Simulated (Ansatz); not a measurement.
Start from KMgF3 in the cubic perovskite structure (space group Pm-3m, No. 221; a = 3.991 Å). Axes: x, y, z lie along the cube axes.

The change: biaxial strain −0.50 %, plane normal [111], relaxed out of plane (Cartesian); in-plane vectors clamped, the third vector and the atoms free.

Level of theory: PBEsol (Ansatz, a quantum-chemistry and plane-wave program; PAW; 420 eV plane waves; no spin-orbit coupling).

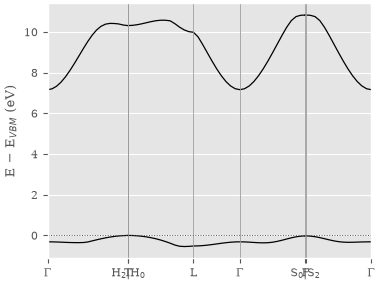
Highest valence and lowest conduction band along the path of the changed cell's own zone

### Question
Read the changed gap and its character from the plot.

### Answer
About 7.2 eV, indirect, T → Γ.

No phonon test of stability was made. k-point labels follow each cell's own Brillouin zone.
